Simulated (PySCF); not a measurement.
Vertical excitations of a molecule C₂H₈FNSi from TDA-ωB97X/def2-SVPD (PySCF), as energy in eV (oscillator strength): 7.34 (0.057), 8.82 (0.093), 8.90 (0.021), 9.26 (0.002), 9.46 (0.001), 9.63 (0.133), 9.77 (0.100), 9.78 (0.077), 9.98 (0.001), 10.28 (0.036). Lowest triplet (TDA): 7.07 eV. Coordinates come from a ωB97X-D3(BJ)/def2-SVP optimisation. Other conformers were not sampled.

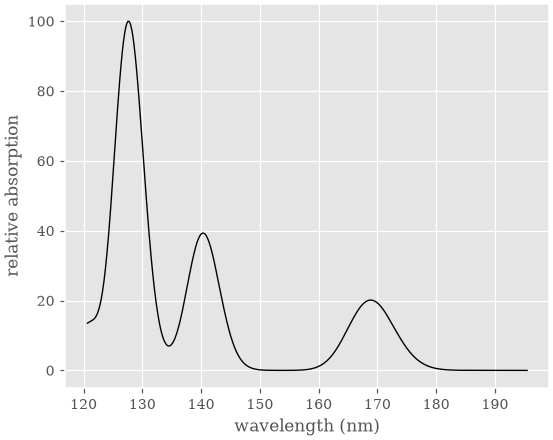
Fig. 1. The lines broadened by 0.4 eV.

Pick the molecule that these values belong to.
A) C[Si](C)(N)F
B) CN(C)[SiH2]F
C) CC[Si@H](N)F
D) C[Si@H](F)CN

A, C[Si](C)(N)F
